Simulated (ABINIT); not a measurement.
**A GW chain in ABINIT: K2PdC2 (P-3m1)**

Wanted: ground state, empty states, screening and self-energy for K2PdC2 (P-3m1).

Main program and level: ABINIT 10.8.3; PBEsol and many-body steps on it, plane waves.

In doubt: a PseudoDojo file used here is known to give poor structures and forces, which bears on pressures, cells, forces and phonons.

## (1) The starting structure

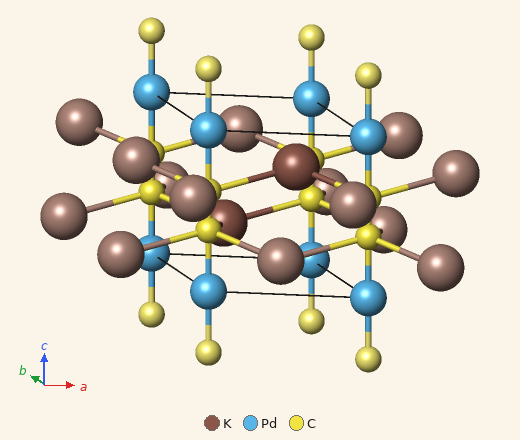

The cell as given, slightly off an axis (potassium brown, palladium blue, carbon yellow). Some periodic images of atoms are drawn too.

The cell and positions are those that the Materials Project relaxed with its own functionals (PBE, PBE+U or r2SCAN), kept fixed.

## (2) Ground state

This step: ABINIT 10.8.3; DFT, PBEsol, plane waves, norm-conserving pseudopotentials.

The ground-state density comes first.

File run.abi:

```
acell 3*1.0 Angstrom
rprim 
  5.118184061448 -0.000000000011 0.000000000000
  -2.559092030714 4.432477418464 0.000000000000
  0.000000000000 0.000000000000 5.258137180000
ntypat 3
znucl 19 46 6
natom 5
typat 1 1 2 3 3
xred 
  0.666666666667 0.333333333333 0.720198210000
  0.333333333333 0.666666666667 0.279801790000
  0.000000000000 0.000000000000 0.000000000000
  0.000000000000 0.000000000000 0.620196780000
  0.000000000000 0.000000000000 0.379803220000
pp_dirpath "pseudos"
pseudos "K.upf, Pd.upf, C.upf"
ecut 37
ngkpt 6 6 4
nshiftk 1
shiftk 0 0 0
kptopt 1
chksymbreak 0
nband 28
occopt 1
tolvrs 1e-10
nstep 60
prtwf 0
optforces 0
optstress 0
indata_prefix "in"
outdata_prefix "out"
tmpdata_prefix "tmp"
```

Command:

```
$ OMP_NUM_THREADS=1 mpirun -n 4 abinit run.abi > log
```

Numbers of over 12 decimals in the logs are rounded to 6 here.

The log of the run:

```text
.Version 10.8.3 of ABINIT. v10.8.2 released Aug 2026.

 Symmetries : space group P-3 m 1 (#164); Bravais hP (primitive hexag.)
================================================================================
 Values of the parameters that define the memory need of the present run
     intxc =       0    ionmov =       0      iscf =       7    lmnmax =       6
     lnmax =       6     mgfft =      60  mpssoang =       3    mqgrid =    3001
     natom =       5  nloc_mem =       1    nspden =       1   nspinor =       1
    nsppol =       1      nsym =      12    n1xccc =    2501    ntypat =       3
    occopt =       1   xclevel =       2
-    mband =          28        mffmem =           1         mkmem =           6
       mpw =        8680          nfft =      174960          nkpt =          24
================================================================================
  Rough estimation (10% accuracy) of disk space for files :
================================================================================

--------------------------------------------------------------------------------
------------- Echo of variables that govern the present computation ------------
--------------------------------------------------------------------------------
 -outvars: echo values of preprocessed input variables --------
            acell      1.8897261259E+00  1.8897261259E+00  1.8897261259E+00 Bohr

      chksymbreak           0
             ecut      3.70000000E+01 Hartree
-          fftalg         312

              ixc     -116133
              kpt      0.00000000E+00  0.00000000E+00  0.00000000E+00
                       1.66666667E-01  0.00000000E+00  0.00000000E+00
                       3.33333333E-01  0.00000000E+00  0.00000000E+00
                       5.00000000E-01  0.00000000E+00  0.00000000E+00
                       1.66666667E-01  1.66666667E-01  0.00000000E+00
                       3.33333333E-01  1.66666667E-01  0.00000000E+00
                       3.33333333E-01  3.33333333E-01  0.00000000E+00
                       0.00000000E+00  0.00000000E+00  2.50000000E-01
                       1.66666667E-01  0.00000000E+00  2.50000000E-01
   [... 13 further rows ...]
                       3.33333333E-01  1.66666667E-01  5.00000000E-01
                       3.33333333E-01  3.33333333E-01  5.00000000E-01
         kptrlatt        6    0    0      0    6    0      0    0    4
          kptrlen      3.97457568E+01
P           mkmem           6
            natom           5
            nband          28
            ngfft          54      54      60
             nkpt          24
            nstep          60
             nsym          12
           ntypat           3
              occ      2.000000  2.000000  2.000000  2.000000  2.000000  2.000000
                       2.000000  2.000000  2.000000  2.000000  2.000000  2.000000
                       2.000000  2.000000  2.000000  2.000000  2.000000  2.000000
                       2.000000  2.000000  2.000000  2.000000  0.000000  0.000000
                       0.000000  0.000000  0.000000  0.000000
        optforces           0
        optstress           0
            prtwf           0
            rprim      5.1181840614E+00 -1.1000000000E-11  0.0000000000E+00
[...]
spgroup         164

           tolvrs      1.00000000E-10

             xred      6.6666666667E-01  3.3333333333E-01  7.2019821000E-01
[...]
znucl       19.00000   46.00000    6.00000

================================================================================

 chkinp: Checking input parameters for consistency.

================================================================================
== DATASET  1 ==================================================================
-   mpi_nproc: 4, omp_nthreads: 1 (-1 if OMP is not activated)

--- !DatasetInfo
iteration_state: {dtset: 1, }
dimensions: {natom: 5, nkpt: 24, mband: 28, nsppol: 1, nspinor: 1, nspden: 1, mpw: 8680, }
cutoff_energies: {ecut:  37.0, pawecutdg:  -1.0, }
electrons: {nelect:   4.40000000E+01, charge:   0.00000000E+00, occopt:   1.00000000E+00, tsmear:   1.00000000E-02, }

 Real(R)+Recip(G) space primitive vectors, cartesian coordinates (Bohr,Bohr^-1):
 R(1)=  9.6719661  0.0000000  0.0000000  G(1)=  0.1033916  0.0596932  0.0000000
 R(2)= -4.8359831  8.3761684  0.0000000  G(2)=  0.0000000  0.1193863  0.0000000
 R(3)=  0.0000000  0.0000000  9.9364392  G(3)=  0.0000000  0.0000000  0.1006397
 Unit cell volume ucvol=  8.0499085E+02 bohr^3
 Angles (23,13,12)=  9.00000000E+01  9.00000000E+01  1.20000000E+02 degrees

 getcut: wavevector=  0.0000  0.0000  0.0000  ngfft=  54  54  60
         ecut(hartree)=     37.000   => boxcut(ratio)=   2.03945

--- Pseudopotential description ------------------------------------------------
- K Generated using ONCVPSP code by D. R. Hamann
- 19.00000   9.00000  180301                  znucl, zion, pspdat
12 -116133 2 -1 2250                          pspcod,pspxc,lmax,lloc,mmax
     nproj     2     2     2
  pspatm : epsatm=    8.32504554
         --- l  ekb(1:nproj) -->
[...]
pspatm: atomic psp has been read  and splines computed

- Pd Generated using ONCVPSP code by D. R. Hamann
- 46.00000  18.00000  180301                  znucl, zion, pspdat
12 -116133 2 -1 1238                          pspcod,pspxc,lmax,lloc,mmax
     nproj     2     2     2
  pspatm : epsatm=   26.17260746
         --- l  ekb(1:nproj) -->
[...]
pspatm: atomic psp has been read  and splines computed

- C Generated using ONCVPSP code by D. R. Hamann
-  6.00000   4.00000  180301                  znucl, zion, pspdat
12 -116133 1 -1 1248                          pspcod,pspxc,lmax,lloc,mmax
     nproj     2     2     0
  pspatm : epsatm=    4.34909242
         --- l  ekb(1:nproj) -->
[...]
pspatm: atomic psp has been read  and splines computed

   2.26691887E+03                                ecore*ucvol(ha*bohr**3)
--------------------------------------------------------------------------------

_setup2: Arith. and geom. avg. npw (full set) are    8653.882    8653.868

================================================================================

--- !BeginCycle
iteration_state: {dtset: 1, }
solver: {iscf: 7, nstep: 60, nline: 4, wfoptalg: 0, }
tolerances: {tolvrs: 1.00E-10, }

     iter   Etot(hartree)      deltaE(h)  residm     vres2
 ETOT  1  -203.15143185728    -2.032E+02 1.031E-01 2.298E+04
 ETOT  2  -201.76834834356     1.383E+00 3.637E-02 3.970E+04
 ETOT  3  -206.37758779697    -4.609E+00 3.086E-02 3.832E+03
 ETOT  4  -206.53323400950    -1.556E-01 1.088E-02 2.700E+03
 ETOT  5  -206.70515353311    -1.719E-01 1.751E-03 1.173E+03
 ETOT  6  -206.83603591194    -1.309E-01 2.372E-03 1.437E+02
 ETOT  7  -206.82907097008     6.965E-03 1.492E-03 1.881E+02
 ETOT  8  -206.85339152786    -2.432E-02 7.399E-04 2.924E-01
 ETOT  9  -206.85338712135     4.407E-06 2.342E-03 4.653E-01
 ETOT 10  -206.85338193980     5.182E-06 3.693E-04 3.237E-01
[...]
ETOT 15  -206.85342832852    -1.175E-09 2.333E-04 2.819E-07
 ETOT 16  -206.85342832859    -6.983E-11 5.643E-05 7.591E-09
 ETOT 17  -206.85342832856     3.334E-11 1.048E-04 1.410E-09
 ETOT 18  -206.85342832858    -1.683E-11 3.382E-05 3.274E-10
 ETOT 19  -206.85342832858    -7.191E-12 7.852E-05 1.602E-11

 At SCF step   19       vres2   =  1.60E-11 < tolvrs=  1.00E-10 =>converged.

--- !ResultsGS
iteration_state: {dtset: 1, }
comment   : Summary of ground state results
lattice_vectors:
- [  9.6719661,  -0.0000000,   0.0000000, ]
- [ -4.8359831,   8.3761684,   0.0000000, ]
- [  0.0000000,   0.0000000,   9.9364392, ]
lattice_lengths: [   9.67197,    9.67197,    9.93644, ]
lattice_angles: [ 90.000,  90.000, 120.000, ] # degrees, (23, 13, 12)
lattice_volume:   8.0499085E+02
convergence: {deltae: -7.191E-12, res2:  1.602E-11, residm:  7.852E-05, diffor:  0.000E+00, }
etotal    :  -2.06853428E+02
entropy   :   0.00000000E+00
fermie    :   1.18459066E-01
cartesian_stress_tensor: null
pressure_GPa: null
xred      :
- [  6.6667E-01,   3.3333E-01,   7.2020E-01,  K]
- [  3.3333E-01,   6.6667E-01,   2.7980E-01,  K]
- [  0.0000E+00,   0.0000E+00,   0.0000E+00, Pd]
- [  0.0000E+00,   0.0000E+00,   6.2020E-01,  C]
- [  0.0000E+00,   0.0000E+00,   3.7980E-01,  C]
cartesian_forces: null
force_length_stats: {min: null, max: null, mean: null, }

 Integrated electronic density in atomic spheres:
 ------------------------------------------------
 Atom  Sphere_radius  Integrated_density
[...]
================================================================================

 ----iterations are completed or convergence reached----

 Mean square residual over all n,k,spin=   36.554E-08; max=  78.524E-06
 reduced coordinates (array xred) for    5 atoms
       0.666666666667      0.333333333333      0.720198210000
       0.333333333333      0.666666666667      0.279801790000
       0.000000000000      0.000000000000      0.000000000000
       0.000000000000      0.000000000000      0.620196780000
       0.000000000000      0.000000000000      0.379803220000
 rms dE/dt=  0.0000E+00; max dE/dt=  0.0000E+00; dE/dt below (all hartree)
    1       0.000000000000      0.000000000000      0.000000000000
    2       0.000000000000      0.000000000000      0.000000000000
    3       0.000000000000      0.000000000000      0.000000000000
    4       0.000000000000      0.000000000000      0.000000000000
    5       0.000000000000      0.000000000000      0.000000000000

 cartesian coordinates (angstrom) at end:
    1      2.559092     1.477492     3.786901
    2      6.67e-12     2.954985     1.471236
    3      0.000000     0.000000     0.000000
    4      0.000000     0.000000     3.261080
    5      0.000000     0.000000     1.997057
 length scales=  1.889726125908  1.889726125908  1.889726125908 bohr
              =  1.000000000000  1.000000000000  1.000000000000 angstroms
 prteigrs : about to open file out_EIG
 Fermi (or HOMO) energy (hartree) =   0.11846   Average Vxc (hartree)=  -0.31191
 Eigenvalues (hartree) for nkpt=  24  k points:
 kpt#   1, nband= 28, wtk=  0.00694, kpt=  0.0000  0.0000  0.0000 (reduced coord)
  -2.93238   -1.68596   -1.66938   -1.66938   -0.97640   -0.97469   -0.38170   -0.37384
  -0.37384   -0.37029   -0.36918   -0.36918   -0.35860   -0.06924   -0.05289    0.02981
   0.02981    0.04856    0.04856    0.06283    0.07674    0.07674    0.26958    0.28207
   0.31229    0.31229    0.32857    0.32857
 prteigrs : prtvol=0 or 1, do not print more k-points.

--- !EnergyTerms
iteration_state     : {dtset: 1, }
comment             : Components of total free energy in Hartree
kinetic             :  7.39701726712743E+01
hartree             :  7.03112551687206E+01
xc                  : -3.73072986091102E+01
Ewald energy        : -1.11463518727540E+02
psp_core            :  2.81608027908364E+00
local_psp           : -2.14410322222390E+02
non_local_psp       :  9.23020311137825E+00
total_energy        : -2.06853428328583E+02
total_energy_eV     : -5.62876853455443E+03
band_energy         : -2.43653204334897E+01

== END DATASET(S) ==============================================================
================================================================================

 -outvars: echo values of variables after computation  --------
           etotal     -2.0685342833E+02
            nband          28
             nkpt          24
          spgroup         164
 [... the other variables as echoed above ...]

 Calculation completed.
```

It took 1.8 min on 4 MPI ranks of Arm Neoverse V1, shared host; peak memory 0.54 GiB.

Numbers from this step:

```yaml
total_energy: -5628.7685 eV
gap: 1.364 eV
k_of_the_valence_top: 0, 0, 0.5
k_of_the_conduction_bottom: 0.5, 0, 0.5
least_direct_gap: 1.390 eV
```

The gap is indirect, with the least direct gap 0.03 eV higher.

(Part 1 of 3 ends here.)

[Paths, hosts, dates, memory and timing lines, banners, echoed tables and standing remarks are left out of the program output.]

[Logs are printed without paths, hosts, clocks, repeated set-up lines and the standing remarks that a program may print on its own settings, such as how far it seeks lower states.]

[Runs of the session that timed out or met a known fault of the program may be left out.]

[Hosts, paths, dates, database ids (printed as entryN), source tags and the programs' standing remarks are cut or masked in the printed files.]

[G0W0 gaps are taken among the corrected bands and points alone; a level outside them can change the order at an edge.]

[Where Ansatz stands beside ABINIT at settings called matched, ABINIT's density can come from a denser mesh and the files from another edition; pairs whose starting gaps differed by over 0.03 eV were left out, so agreement reads better than it is.]
